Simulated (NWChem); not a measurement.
**SiHF3 (SMILES F[SiH](F)F): B3LYP/pcseg-1**

Aim: the electronic atomisation energy of SiHF3 at B3LYP/pcseg-1, from 4 runs. 

The calculation is run with NWChem 7.3.0.

## Step 1: The structure to begin with

SiHF3 has 5 atoms, charge 0, and is taken as a singlet. SMILES: `F[SiH](F)F`. Geometry: relaxed at PBE0-D4/def2-TZVP.

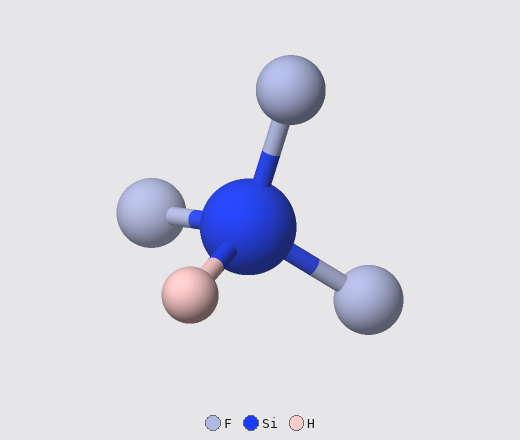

The structure, seen from a chosen angle (fluorine light blue, silicon blue, hydrogen pink).

## Step 2: The energy at B3LYP/pcseg-1 (run 1)

The input, nw.nw:

```
start nw
title "F3HSi"
memory 2200 mb

geometry units angstroms noautosym nocenter noautoz
   F       -0.447100      -0.082200       1.491300
   Si       0.040700       0.001700      -0.001800
   F       -0.597100       1.281400      -0.657200
   F       -0.495900      -1.263300      -0.767200
   H        1.499400       0.062400      -0.065100
end

basis spherical bse
   * library pcseg-1
end

dft
   xc b3lyp
   grid fine
   convergence energy 1e-08
   iterations 100
   mulliken
   noprint "final vectors analysis"
end

task dft
```

Launch:

```console
$ nwchem nw.nw > nw.out
```

The program printed:

```text
[...]
          Wavefunction type:  closed shell.
          No. of atoms     :     5
          No. of electrons :    42
[...]
          Charge           :     0
          Spin multiplicity:     1
[...]
          AO basis - number of functions:    65
[...]
              XC Information
              --------------
                         B3LYP Method XC Potential
                     Hartree-Fock (Exact) Exchange  0.200
                        Slater Exchange Functional  0.800 local
                    Becke 1988 Exchange Functional  0.720 non-local
              Lee-Yang-Parr Correlation Functional  0.810
                  VWN I RPA Correlation Functional  0.190 local
[...]
 d= 0,ls=0.0,diis     1   -589.6607679386 -7.78D+02  2.10D-02  9.22D-01     1.9
[...]
 d= 0,ls=0.0,diis     7   -589.7511962096 -6.74D-09  5.95D-07  3.75D-09     9.4
         Total DFT energy =     -589.751196209581
      One electron energy =    -1194.342860707578
           Coulomb energy =      469.044706959643
    Exchange-Corr. energy =      -52.860906511190
 Nuclear repulsion energy =      188.407864049543
[...]
      Total Density - Mulliken Population Analysis
     ---------------------------------------------
    Atom       Charge   Shell Charges
 -----------   ------   -------------------------------------------------------
    1 F    9     9.37   2.00  0.95  0.98  3.45  1.99  0.01
    2 Si  14    12.75   2.00  1.99  0.80  0.01  5.99  1.41  0.08  0.48
    3 F    9     9.37   2.00  0.95  0.98  3.45  1.99  0.01
    4 F    9     9.37   2.00  0.95  0.98  3.45  1.99  0.01
    5 H    1     1.13   0.77  0.35  0.01
[...]
```

Wall time 10 s (1 thread of Intel Xeon Platinum 8175M at 2.50GHz (Skylake/Cascade Lake), shared host); peak memory 0.11 GiB.

## Step 3: The F atom, same level (run 2)

The input, job.nw:

```
start job
title "F"
memory 2200 mb
geometry units atomic noautosym nocenter noautoz
F    0.00000000   0.00000000   0.00000000
end
basis spherical bse
* library pcseg-1
end
dft
xc b3lyp
mult 2
grid fine
convergence energy 1e-08
iterations 100
mulliken
noprint "final vectors analysis"
end
task dft energy
```

Run the same way, it converges to -99.70564 Eh (log not shown).

## Step 4: The H atom (run 3)

The input, mol.nw:

```
start mol
title "H"
memory total 2200 mb

geometry noautosym nocenter noautoz
  H        0.000000       0.000000       0.000000
end

basis spherical bse
  * library pcseg-1
end

dft
  xc b3lyp
  mult 2
  grid fine
  convergence energy 1e-08
  iterations 100
  mulliken
  noprint "final vectors analysis"
end

task dft
```

Launch:

```console
$ nwchem mol.nw > mol.out
```

The program printed:

```text
[...]
          Wavefunction type:  spin polarized.
          No. of atoms     :     1
          No. of electrons :     1
[...]
          Charge           :     0
          Spin multiplicity:     2
[...]
          AO basis - number of functions:     5
[...]
              XC Information
              --------------
                         B3LYP Method XC Potential
                     Hartree-Fock (Exact) Exchange  0.200
                        Slater Exchange Functional  0.800 local
                    Becke 1988 Exchange Functional  0.720 non-local
              Lee-Yang-Parr Correlation Functional  0.810
                  VWN I RPA Correlation Functional  0.190 local
[...]
 d= 0,ls=0.0,diis     1     -0.5015449500 -5.02D-01  1.69D-03  1.86D-05     0.1
[...]
  Singularity in Pulay matrix. Error and Fock matrices removed.
 d= 0,ls=0.0,diis     3     -0.5015595713 -8.09D-07  1.28D-06  9.31D-12     0.1
[...]
  Singularity in Pulay matrix. Error and Fock matrices removed.
 d= 0,ls=0.0,diis     4     -0.5015595713 -6.91D-12  6.92D-08  3.04D-14     0.2
[...]
         Total DFT energy =       -0.501559571346
      One electron energy =       -0.498577232823
           Coulomb energy =        0.307599245920
    Exchange-Corr. energy =       -0.310581584442
 Nuclear repulsion energy =        0.000000000000
[...]
      Total Density - Mulliken Population Analysis
     ---------------------------------------------
    Atom       Charge   Shell Charges
 -----------   ------   -------------------------------------------------------
    1 H    1     1.00   0.57  0.43  0.00
     --------------------------------------------
      Spin Density - Mulliken Population Analysis
     --------------------------------------------
    Atom       Charge   Shell Charges
 -----------   ------   -------------------------------------------------------
    1 H    1     1.00   0.57  0.43  0.00
[...]
      <S2> =      0.7500 (Exact =     0.7500)
[...]
```

Run time: 0.77 s. Hardware: 1 thread of Intel Xeon Platinum 8175M at 2.50GHz (Skylake/Cascade Lake), shared host; peak memory 0.1 GiB.

## Step 5: The Si atom at the same level (run 4)

The input, mol.nw:

```
START mol
memory 2200 mb
charge 0

GEOMETRY units angstroms noautosym nocenter noautoz
Si    0.000000    0.000000    0.000000
END

BASIS spherical bse
* library pcseg-1
END

DFT
xc b3lyp
mult 3
grid fine
convergence energy 1e-08
iterations 100
mulliken
print low
END

TASK dft energy
```

Run the same way, it converges to -289.37719 Eh (log not shown).

## Step 6: All runs side by side

```csv
run,level,partner,energy (Eh),wall time
1,B3LYP/pcseg-1,base,-589.751196,10 s
2,UB3LYP/pcseg-1,atoms,-99.705643,0.99 s
3,UB3LYP/pcseg-1,atoms,-0.501560,0.77 s
4,UB3LYP/pcseg-1,atoms,-289.377187,1.8 s
```

## Step 7: What came out

Level: B3LYP/pcseg-1.

| quantity | value |
| --- | --- |
| Si atom: total energy | -289.37719 Eh |
| Si atom: ⟨S²⟩ | 2.002 |
| electronic atomisation energy | 20.559 eV |

In words: Taking the molecule apart into free atoms costs 20.56 eV (1984 kJ/mol), before zero-point energy and without spin-orbit coupling. All runs together took 14 s, the longest 10 s.
